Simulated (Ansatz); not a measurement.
# Calculations on C$_{4}$H$_{9}$NTe

### Relaxation

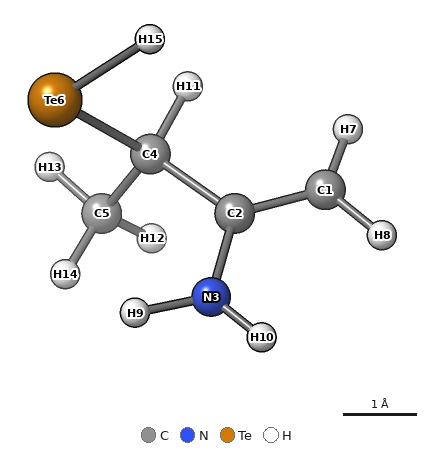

Starting structure of C4H9NTe. Style: ball-and-stick. Shown at a tilt.

The run prepares an end point of a later path (torsion) calculation, from a guessed geometry.

These are results of RKS PBE/def2-SVP (Ansatz), not measurements.

Input file:
```yaml
crystal:
  periodic: [false, false, false]
  atoms:
    - { symbol: C, position_ang: [-1.8606, -0.3981, -0.1184] }
    - { symbol: C, position_ang: [-0.6916, 0.1779, -0.2212] }
    - { symbol: "N", position_ang: [-0.4876, 1.2645, -1.144] }
    - { symbol: C, position_ang: [0.5235, -0.3539, 0.6081] }
    - { symbol: C, position_ang: [1.5111, -1.025, -0.2898] }
    - { symbol: Te, position_ang: [1.3323, 1.2205, 1.7899] }
    - { symbol: H, position_ang: [-2.0869, -1.176, 0.5444] }
    - { symbol: H, position_ang: [-2.6865, 0.0464, -0.7368] }
    - { symbol: H, position_ang: [0.4978, 1.7056, -1.1802] }
    - { symbol: H, position_ang: [-1.2242, 1.6513, -1.6952] }
    - { symbol: H, position_ang: [0.0714, -1.1277, 1.3535] }
    - { symbol: H, position_ang: [1.0745, -1.8271, -0.8557] }
    - { symbol: H, position_ang: [2.2616, -1.4251, 0.3465] }
    - { symbol: H, position_ang: [1.9391, -0.2614, -0.9407] }
    - { symbol: H, position_ang: [-0.1957, 1.4775, 2.5689] }
basis:
  gaussian: { orbitals: def2-SVP }
hamiltonian:
  xc: pbe
relax:
  f_tol: 0.015
  max_steps: 40
```

Launched with:
```bash
ansatz run input.yaml --threads 2 --pin off --max-ram 3072MiB --backend cpu --events-out ev --progress --plain --runs-dir out
```

Question: Where does the relaxation end?

Answer: The atom that moves furthest after the best rigid fit is H9 (0.33 Å). Largest moves by element: H 0.33 Å, N 0.21 Å, C 0.12 Å, Te 0.04 Å. Near-neighbour distances that change, for instance: C4–Te6 2.128 → 2.250 Å, C4–H11 1.166 → 1.105 Å, C2–C4 1.564 → 1.507 Å, C1–C2 1.307 → 1.361 Å. Among the angles between lasting bonds that change: H9–N3–H10 119.8° → 111.7°, C2–N3–H10 122.8° → 114.9°, C5–C4–Te6 114.5° → 107.1°. The energy falls by 0.810 eV in 8 accepted moves (9 points after the start). The largest force component goes from 3.4 to 0.0084 eV/Å. The line search rejected the trial step at point 4 of the run.

History of the run:

```
step  E − E(0), eV  largest force component, eV/Å      note
   0        0.0000                         3.4156          
   1       -0.6208                         1.5028          
   2       -0.7461                         0.6019          
   3       -0.7788                         0.7064          
   4       -0.7487                         1.2416  rejected
   5       -0.8069                         0.0948          
   6       -0.8092                         0.0668          
   7       -0.8102                         0.0255          
   8       -0.8104                         0.0181          
   9       -0.8104                         0.0084
```

Final geometry:

```xyz
15

C    -1.9691   -0.3401   -0.1186
C    -0.7127    0.1607   -0.2688
N    -0.3534    1.1143   -1.2185
C     0.4302   -0.3940    0.5414
C     1.5596   -1.0070   -0.2895
Te    1.3493    1.2091    1.8245
H    -2.1647   -1.1592    0.5863
H    -2.8134    0.0316   -0.7200
H     0.3667    1.7678   -0.8855
H    -1.1378    1.6060   -1.6522
H     0.0406   -1.1260    1.2714
H     1.1539   -1.8486   -0.8895
H     2.3715   -1.4050    0.3519
H     1.9946   -0.2776   -1.0008
H    -0.1370    1.6175    2.4973
```

After the run, drawn alike:

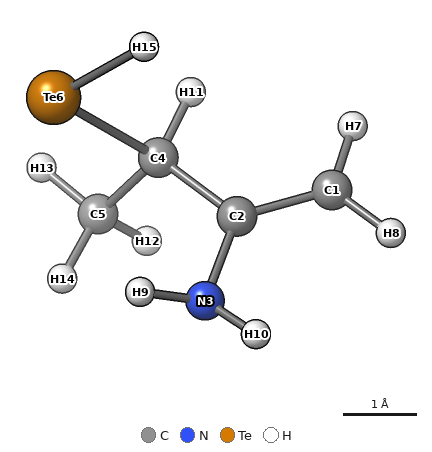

### Relaxation

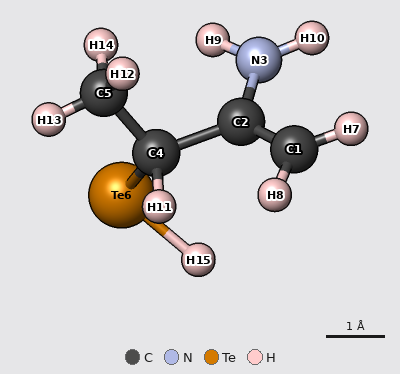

C₄H₉NTe, before the relaxation. The picture is a ball-and-stick view, seen at a tilt.

The run prepares an end point of a later path (torsion) calculation, from a guessed geometry.

Level of theory: RKS PBE/def2-SVP (Ansatz).

Input file:
```yaml
crystal:
  periodic: [false, false, false]
  atoms:
    - { symbol: C, position_ang: [-1.8606, -0.3981, -0.1184] }
    - { symbol: C, position_ang: [-0.6916, 0.1779, -0.2212] }
    - { symbol: "N", position_ang: [0.41674, -0.26207, 0.5862] }
    - { symbol: C, position_ang: [-0.49906, 1.40329, -1.17429] }
    - { symbol: C, position_ang: [-0.30972, 2.6543, -0.37988] }
    - { symbol: Te, position_ang: [1.06017, 0.99568, -2.56433] }
    - { symbol: H, position_ang: [-2.0869, -1.176, 0.5444] }
    - { symbol: H, position_ang: [-2.6865, 0.0464, -0.7368] }
    - { symbol: H, position_ang: [1.36002, 0.24715, 0.45279] }
    - { symbol: H, position_ang: [0.3576, -1.04096, 1.20737] }
    - { symbol: H, position_ang: [-1.48464, 1.4687, -1.79326] }
    - { symbol: H, position_ang: [-1.12389, 2.84011, 0.29601] }
    - { symbol: H, position_ang: [-0.2647, 3.44637, -1.08614] }
    - { symbol: H, position_ang: [0.64009, 2.56959, 0.14985] }
    - { symbol: H, position_ang: [0.23734, -0.41964, -3.1366] }
basis:
  gaussian: { orbitals: def2-SVP }
hamiltonian:
  xc: pbe
relax:
  f_tol: 0.015
  max_steps: 40
```

Launched with:
```bash
ansatz run input.yaml --threads 2 --pin off --max-ram 3072MiB --backend cpu --events-out ev --progress --plain --runs-dir out
```

**Predict the outcome.**

The energy falls by 78.2 kJ/mol in 8 geometry steps. The largest force component goes from 3.8 to 0.011 eV/Å. The atom that moves furthest after the best rigid fit is H9 (0.34 Å). By element the largest moves are H 0.34 Å, N 0.22 Å, C 0.11 Å, Te 0.04 Å. Near-neighbour distances that change, for instance: C4–Te6 2.128 → 2.249 Å, C4–H11 1.166 → 1.105 Å, C2–C4 1.564 → 1.507 Å, C1–H7 1.047 → 1.101 Å. Bond angles that change, for instance: H9–N3–H10 119.8° → 111.7°, C2–N3–H10 122.8° → 114.9°, C5–C4–Te6 114.5° → 107.1°. Cost: 30 s on 2 threads of Arm Neoverse V2 (shared host), peak memory 0.2 GiB.

The structure at the end:

```xyz
15

C    -1.9177   -0.4733   -0.1250
C    -0.7360    0.1993   -0.1800
N     0.3558   -0.0570    0.6460
C    -0.5765    1.3833   -1.0984
C    -0.2447    2.6982   -0.3893
Te    1.0567    1.0117   -2.5991
H    -2.0651   -1.3227    0.5601
H    -2.7710   -0.1578   -0.7398
H     1.2611    0.0763    0.1777
H     0.3167   -0.9478    1.1462
H    -1.4848    1.4909   -1.7180
H    -1.0665    2.9504    0.3134
H    -0.1403    3.5367   -1.1070
H     0.6858    2.6244    0.2071
H     0.3908   -0.4598   -3.0682
```

The end point in the same view:

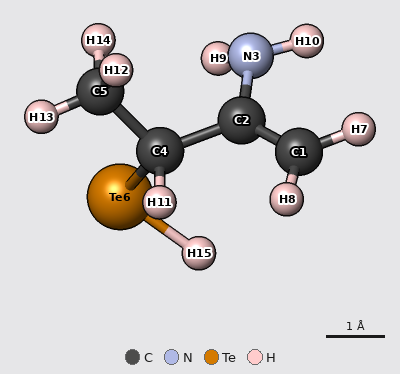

### Path

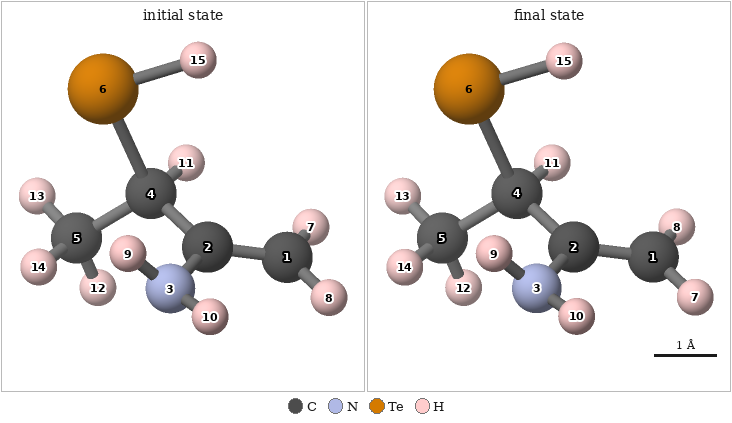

The two relaxed end points of a path for C₄H₉NTe. A ball-and-stick model, seen at a tilt.

These are results of Ansatz 0.2.0, RKS PBE/def2-SVP, not measurements.

Settings: 7 movable images; climbing image; force threshold 0.05 eV/Å; iteration limit 59.

Start:
```xyz
15

C    -1.9693   -0.3393   -0.1186
C    -0.7127    0.1611   -0.2686
N    -0.3531    1.1150   -1.2181
C     0.4301   -0.3944    0.5412
C     1.5592   -1.0075   -0.2900
Te    1.3500    1.2078    1.8249
H    -2.1651   -1.1585    0.5860
H    -2.8134    0.0331   -0.7198
H     0.3673    1.7680   -0.8848
H    -1.1373    1.6071   -1.6515
H     0.0402   -1.1265    1.2710
H     1.1531   -1.8487   -0.8903
H     2.3709   -1.4061    0.3511
H     1.9944   -0.2781   -1.0011
H    -0.1362    1.6166    2.4979
```

End:
```xyz
15

C    -1.9692   -0.3406   -0.1172
C    -0.7128    0.1605   -0.2666
N    -0.3531    1.1168   -1.2132
C     0.4300   -0.3979    0.5414
C     1.5594   -1.0083   -0.2914
Te    1.3488    1.2000    1.8299
H    -2.8129    0.0328   -0.7184
H    -2.1649   -1.1620    0.5846
H     0.3704    1.7670   -0.8810
H    -1.1373    1.6121   -1.6435
H     0.0396   -1.1316    1.2692
H     1.1549   -1.8498   -0.8923
H     2.3726   -1.4061    0.3485
H     1.9929   -0.2769   -1.0015
H    -0.1403    1.6334    2.4809
```

### What barrier does the band find between them, and by what path?

The barrier is about 2.23 eV in both directions, with image 4 at the top; the ends have the same energy. The motion is a rotation about the C1–C2 bond by about 180°. No bond forms or breaks between the ends. Bond angles that change up to the highest image, for instance: H9–N3–H10 111.7° → 123.2°, H7–C1–H8 117.8° → 106.2°. The band converged in 16 iterations, with a climbing image at the top. At the top, the vibrational analysis gives one imaginary mode (1113i cm⁻¹), as a transition state must have.

Energies of the converged images:

```json
{"image": "0", "path (Å)": "0.00", "E (eV)": "0.000"}
{"image": "1", "path (Å)": "0.94", "E (eV)": "0.041"}
{"image": "2", "path (Å)": "1.87", "E (eV)": "0.177"}
{"image": "3", "path (Å)": "2.81", "E (eV)": "1.010"}
{"image": "4", "path (Å)": "3.75", "E (eV)": "2.225"}
{"image": "5", "path (Å)": "4.83", "E (eV)": "0.822"}
{"image": "6", "path (Å)": "5.92", "E (eV)": "0.191"}
{"image": "7", "path (Å)": "7.00", "E (eV)": "0.054"}
{"image": "8", "path (Å)": "8.08", "E (eV)": "0.000"}
```

The geometry at the top of the path:

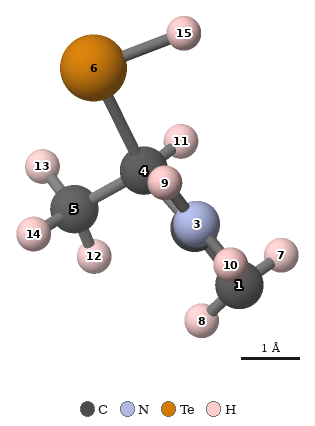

The run took 5.5 min on 2 threads of Arm Neoverse V2, with other jobs on the host, peak memory 0.21 GiB.
